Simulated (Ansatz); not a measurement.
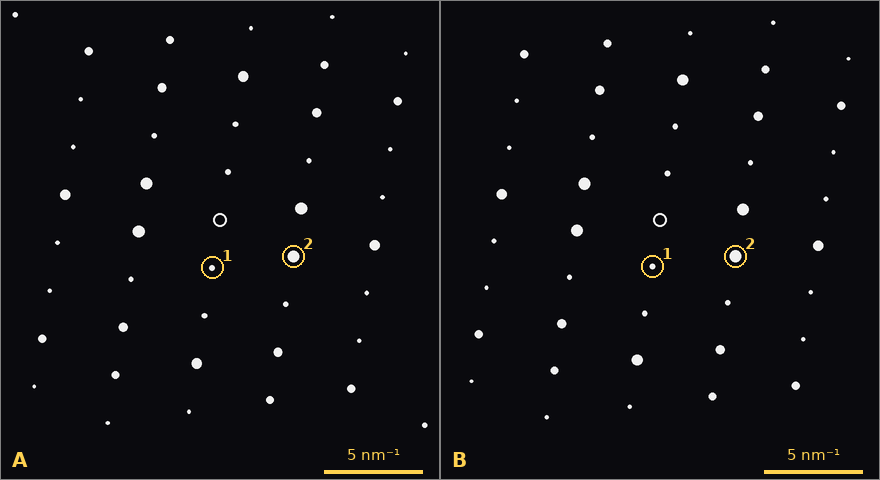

Kinematic electron diffraction patterns (120 kV, B = 0.5 Å², same scale) along [111] of the run's own cell, for the start and the end of one relaxation of Ga2Ag with Ansatz, DFT PBE, scalar-relativistic, plane waves, PAW. k mesh 12×12×16. The start is a generated model structure, and the relaxation ends in the nearest stationary point of its symmetry, not necessarily the ground state. Spot 1 is -1 1 0 and spot 2 is -1 0 1 in both.

Start structure:

```yaml
crystal:
  lattice:
    - [4.64871, 0.00000, 0.00000]
    - [-2.32435, 4.02590, 0.00000]
    - [0.00000, 0.00000, 2.95514]
  atoms:
    - { symbol: Ga, position: [0.33333, 0.66667, 0.50000] }
    - { symbol: Ga, position: [0.66667, 0.33333, 0.50000] }
    - { symbol: Ag, position: [0.00000, 0.00000, 0.00000] }
```

Q: Which pattern belongs to the start structure, and which to the relaxed one?

A: A is the start: its cell gives d(1) = 4.026 Å, d(2) = 2.382 Å and an angle of 72.8°. B is the relaxed structure, with d(1) = 4.128 Å (+2.5 %), d(2) = 2.336 Å (-1.9 %) and 73.6°.

Q: What did the relaxation do to the structure and the energy?

A: The volume changed by +0.8 % to 18.58 Å³ an atom; the fractional coordinates hardly changed; the space group stayed P6/mmm (No. 191); the free energy fell by 11 meV an atom. Relaxed cell: a = 4.767 Å, b = 4.767 Å, c = 2.833 Å, α = 90.00°, β = 90.00°, γ = 120.00°.
